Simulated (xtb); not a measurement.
Geometry relaxation of CH$_{5}$ClO$_{2}$Si (part 1 of 4)

- system: CH$_{5}$ClO$_{2}$Si, SMILES OC(O)([SiH3])Cl
- method: GFN1-xTB (xtb 6.7.1)

The geometry comes from this level: GFN2-xTB.

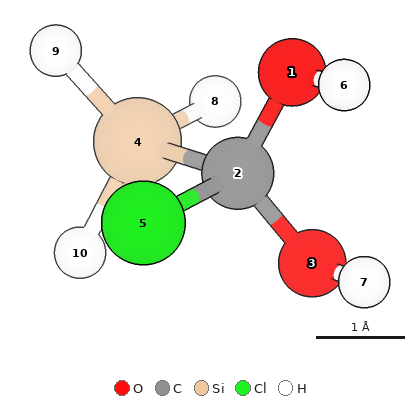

*The input geometry (ball-and-stick view, seen at a tilt; atoms are numbered from 1 in the order of the input).*

The input (mol.xyz):
```
10

O     -0.90482000     1.20824000    -0.38421000
C      0.16194000     0.37674000    -0.21074000
O      0.73423000    -0.05891000    -1.36874000
Si    -0.36217000    -1.13916000     0.86078000
Cl     1.45902000     1.32380000     0.72977000
H     -0.68196000     1.97952000    -0.92890000
H      1.01557000     0.67567000    -1.93704000
H     -1.38983000    -1.83367000     0.09158000
H     -0.87595000    -0.59073000     2.11177000
H      0.84396000    -1.94149000     1.03573000
```

Machine: 1 thread of Intel Xeon @ 2.50GHz (Skylake/Cascade Lake), 189 GiB of memory available, shared host.

Launch command:
```bash
xtb -o vtight --chrg 0 --uhf 0 --gfn 1 -P 1 -- mol.xyz | tee xtb.out
```

The program's output:
```
* xtb version 6.7.1
   ID    Z sym.   atoms
    1    8 O      1, 3
    2    6 C      2
    3   14 Si     4
    4   17 Cl     5
    5    1 H      6-10

           -------------------------------------------------
          |                Calculation Setup                |
           -------------------------------------------------

          program call               : xtb -o vtight --chrg 0 --uhf 0 --gfn 1 -P 1 -- mol.xyz
          coordinate file            : mol.xyz
          omp threads                :                     1

           -------------------------------------------------
          |                 G F N 1 - x T B                 |
           -------------------------------------------------

      * Hamiltonian:
        H0-scaling (s, p, d)           1.850000    2.250000    2.000000
        zeta-weighting                 0.000000
      * Dispersion:
        s8                             2.400000
        a1                             0.630000
        a2                             5.000000
        s9                             0.000000
      * Repulsion:
        kExp                           1.500000
        rExp                           1.000000
      * Coulomb:
        alpha                          2.000000
        third order                    atomic
        anisotropic                    false
      * Halogen bond correction:
        rad-scale                      1.300000
        damping                        0.440000

          ...................................................
          :                      SETUP                      :
          :.................................................:
          :  # basis functions                  42          :
          :  # atomic orbitals                  40          :
          :  # shells                           22          :
          :  # electrons                        32          :
          :  # halogen bonds                     2          :
          :  max. iterations                   250          :
          :  Hamiltonian                  GFN1-xTB          :
          :  restarted?                      false          :
          :  GBSA solvation                  false          :
          :  PC potential                    false          :
          :  electronic temp.          300.0000000     K    :
          :  accuracy                    1.0000000          :
          :  -> integral cutoff          0.2500000E+02      :
          :  -> integral neglect         0.1000000E-07      :
          :  -> SCF convergence          0.1000000E-05 Eh   :
          :  -> wf. convergence          0.2000000E-04 e    :
          :  Broyden damping             0.4000000          :
          :  net charge                          0          :
          :  unpaired electrons                  0          :
          ...................................................

 iter      E             dE          RMSdq      gap      omega  full diag
   1    -20.3521972 -0.203522E+02  0.585E+00    5.62       0.0  T
   2    -20.4127103 -0.605131E-01  0.353E+00    5.96       1.0  T
   3    -20.4136701 -0.959734E-03  0.131E+00    5.71       1.0  T
   4    -20.4185248 -0.485470E-02  0.212E-01    5.90       1.0  T
   5    -20.4186190 -0.942197E-04  0.266E-02    5.91       1.2  T
   6    -20.4186253 -0.633872E-05  0.790E-03    5.90       4.0  T
   7    -20.4186255 -0.216550E-06  0.419E-03    5.90       7.6  T
   8    -20.4186256 -0.941441E-07  0.376E-04    5.90      84.1  T
   9    -20.4186256 -0.476376E-09  0.144E-04    5.90     219.3  T
  10    -20.4186256 -0.102940E-09  0.332E-05    5.90     953.3  T

   *** convergence criteria satisfied after 10 iterations ***

         #    Occupation            Energy/Eh            Energy/eV
      -------------------------------------------------------------
         1        2.0000           -0.8989525             -24.4617
       ...           ...                  ...                  ...
        10        2.0000           -0.5260664             -14.3150
        11        2.0000           -0.5038511             -13.7105
        12        2.0000           -0.4833005             -13.1513
        13        2.0000           -0.4817755             -13.1098
        14        2.0000           -0.4688814             -12.7589
        15        2.0000           -0.4604417             -12.5293
        16        2.0000           -0.4369004             -11.8887 (HOMO)
        17                         -0.2201775              -5.9913 (LUMO)
        18                         -0.2016822              -5.4881
        19                         -0.1862934              -5.0693
        20                         -0.1810551              -4.9268
        21                         -0.1459150              -3.9705
       ...                                ...                  ...
        40                          1.3647999              37.1381
      -------------------------------------------------------------
                  HL-Gap            0.2167229 Eh            5.8973 eV
             Fermi-level           -0.3285390 Eh           -8.9400 eV

 SCC (total)                   0 d,  0 h,  0 min,  0.025 sec
 SCC setup                      ...        0 min,  0.000 sec (  0.648%)
 Dispersion                     ...        0 min,  0.000 sec (  0.236%)
 classical contributions        ...        0 min,  0.000 sec (  0.138%)
 integral evaluation            ...        0 min,  0.006 sec ( 23.964%)
 iterations                     ...        0 min,  0.006 sec ( 26.332%)
 molecular gradient             ...        0 min,  0.012 sec ( 47.338%)
 printout                       ...        0 min,  0.000 sec (  1.236%)

         :::::::::::::::::::::::::::::::::::::::::::::::::::::
         ::                     SUMMARY                     ::
         :::::::::::::::::::::::::::::::::::::::::::::::::::::
         :: total energy             -20.325046195474 Eh    ::
         :: gradient norm              0.030370250680 Eh/a0 ::
         :: HOMO-LUMO gap              5.897329534257 eV    ::
         ::.................................................::
         :: SCC energy               -20.418625625859 Eh    ::
         :: -> electrostatic           0.083955841653 Eh    ::
         :: repulsion energy           0.097144918612 Eh    ::
         :: dispersion energy         -0.003565488227 Eh    ::
         :: halogen bond corr.         0.000000000000 Eh    ::
         :: add. restraining           0.000000000000 Eh    ::
         :: total charge              -0.000000000000 e     ::
         :::::::::::::::::::::::::::::::::::::::::::::::::::::

      -----------------------------------------------------------
     |                   =====================                   |
     |                        A N C O P T                        |
     |                   =====================                   |
     |               Approximate Normal Coordinate               |
     |                Rational Function Optimizer                |
      -----------------------------------------------------------
      -----------------------------------------------------------
     |                   =====================                   |
     |                        A N C O P T                        |
     |                   =====================                   |
     |               Approximate Normal Coordinate               |
     |                Rational Function Optimizer                |
      -----------------------------------------------------------

          ...................................................
          :                      SETUP                      :
          :.................................................:
          :   optimization level         verytight          :
          :   max. optcycles                   200          :
          :   ANC micro-cycles                  20          :
          :   degrees of freedom                24          :
          :.................................................:
          :   RF solver                   davidson          :
          :   write xtbopt.log                true          :
          :   linear?                        false          :
          :   energy convergence         0.1000000E-06 Eh   :
          :   grad. convergence          0.2000000E-03 Eh/α :
          :   maxmium RF displ.          1.0000000          :
          :   Hlow (freq-cutoff)         0.1000000E-01      :
          :   Hmax (freq-cutoff)         5.0000000          :
          :   S6 in model hess.         20.0000000          :
          ...................................................

generating ANC from exact Hessian ...
Using Lindh-Hessian (1995)
 Shifting diagonal of input Hessian by    7.3745937812273194E-003
 Lowest  eigenvalues of input Hessian
    0.000000    0.000000    0.000000    0.000000    0.000000    0.000000
    0.010000    0.014585    0.015723    0.021203    0.024337    0.027886
    0.033372    0.034758    0.040766    0.047399    0.052910    0.092022
 Highest eigenvalues
    0.636257    0.812044    1.087139    1.215030    1.477902    1.725430

........................................................................
.............................. CYCLE    1 ..............................
........................................................................

 iter      E             dE          RMSdq      gap      omega  full diag
   1    -20.4186256 -0.204186E+02  0.202E-06    5.90       0.0  T
   2    -20.4186256 -0.532907E-13  0.105E-06    5.90   30209.0  T
   3    -20.4186256 -0.106581E-13  0.340E-07    5.90   93055.6  T
     SCC iter.                  ...        0 min,  0.002 sec
     gradient                   ...        0 min,  0.012 sec
 * total energy  :   -20.3250462 Eh     change       -0.5410783E-11 Eh
   gradient norm :     0.0303702 Eh/α   predicted     0.0000000E+00 (-100.00%)
   displ. norm   :     0.2246819 α      lambda       -0.2317279E-02
   maximum displ.:     0.1455249 α      in ANC's #5, #4, #2, ...

........................................................................
.............................. CYCLE    2 ..............................
........................................................................

 iter      E             dE          RMSdq      gap      omega  full diag
   1    -20.4205833 -0.204206E+02  0.993E-02    6.02       0.0  T
   2    -20.4206251 -0.417766E-04  0.450E-02    6.02       1.0  T
   3    -20.4206283 -0.320178E-05  0.155E-02    6.02       2.0  T
   4    -20.4206291 -0.780379E-06  0.589E-03    6.02       5.4  T
   5    -20.4206291 -0.220250E-07  0.170E-03    6.02      18.6  T
   6    -20.4206291 -0.716858E-08  0.476E-04    6.02      66.4  T
   7    -20.4206291 -0.280096E-09  0.101E-04    6.02     312.0  T
   8    -20.4206291 -0.154046E-10  0.487E-06    6.02    6489.4  T
     SCC iter.                  ...        0 min,  0.005 sec
     gradient                   ...        0 min,  0.012 sec
 * total energy  :   -20.3264843 Eh     change       -0.1438102E-02 Eh
   gradient norm :     0.0120201 Eh/α   predicted    -0.1217132E-02 ( -15.37%)
   displ. norm   :     0.2626702 α      lambda       -0.1107785E-02
   maximum displ.:     0.2156460 α      in ANC's #2, #5, #4, ...

........................................................................
.............................. CYCLE    3 ..............................
........................................................................

 iter      E             dE          RMSdq      gap      omega  full diag
   1    -20.4222557 -0.204223E+02  0.122E-01    6.07       0.0  T
   2    -20.4223228 -0.670892E-04  0.463E-02    6.07       1.0  T
   3    -20.4223264 -0.354735E-05  0.155E-02    6.07       2.0  T
   4    -20.4223265 -0.947080E-07  0.446E-03    6.07       7.1  T
   5    -20.4223265 -0.106605E-07  0.153E-03    6.07      20.6  T
   6    -20.4223265 -0.878314E-08  0.501E-04    6.07      63.2  T
   7    -20.4223265 -0.386819E-09  0.109E-04    6.07     290.7  T
   8    -20.4223265 -0.945022E-11  0.539E-06    6.07    5866.6  T
     SCC iter.                  ...        0 min,  0.005 sec
     gradient                   ...        0 min,  0.012 sec
 * total energy  :   -20.3274949 Eh     change       -0.1010636E-02 Eh
   gradient norm :     0.0106819 Eh/α   predicted    -0.5921066E-03 ( -41.41%)
   displ. norm   :     0.8615559 α      lambda       -0.3314111E-02
   maximum displ.:     0.7083584 α      in ANC's #2, #5, #9, ...

........................................................................
.............................. CYCLE    4 ..............................
........................................................................

 iter      E             dE          RMSdq      gap      omega  full diag
   1    -20.4199723 -0.204200E+02  0.550E-01    5.75       0.0  T
   2    -20.4216004 -0.162814E-02  0.194E-01    5.66       1.0  T
   3    -20.4216417 -0.412934E-04  0.784E-02    5.63       1.0  T
   4    -20.4216433 -0.158712E-05  0.206E-02    5.62       1.5  T
   5    -20.4216435 -0.181534E-06  0.481E-03    5.63       6.6  T
   6    -20.4216436 -0.977729E-07  0.101E-03    5.63      31.2  T
   7    -20.4216436 -0.339088E-08  0.252E-04    5.63     125.5  T
   8    -20.4216436 -0.869456E-10  0.213E-05    5.63    1481.6  T
   9    -20.4216436 -0.913047E-12  0.639E-06    5.63    4949.2  T
     SCC iter.                  ...        0 min,  0.005 sec
     gradient                   ...        0 min,  0.012 sec
 * total energy  :   -20.3283282 Eh     change       -0.8332416E-03 Eh
   gradient norm :     0.0631913 Eh/α   predicted    -0.2887049E-02 ( 246.48%)
   displ. norm   :     0.3378944 α      lambda       -0.3430751E-02
   maximum displ.:     0.2814198 α      in ANC's #2, #5, #4, ...
```
